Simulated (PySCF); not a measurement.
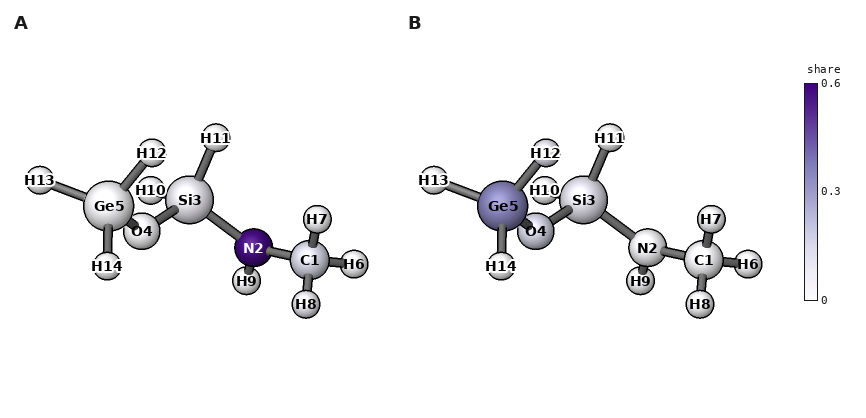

Each panel colours the atoms by their Löwdin share in one orbital (up to four of the largest shares; other atoms are shown as zero). The geometry was computed by an optimisation with PBE0-D3(BJ)/def2-SVP. No frequency run is at hand to confirm it as a minimum. Computed with LDA/def2-SVPD (PySCF 2.14.0).

**The panels show the HOMO, LUMO, in some order. Which is which?**

A: HOMO, −5.72 eV; N2 0.58, C1 0.13, Si3 0.07, H8 0.06
B: LUMO, −1.02 eV; Ge5 0.35, O4 0.15, H12 0.10, Si3 0.10
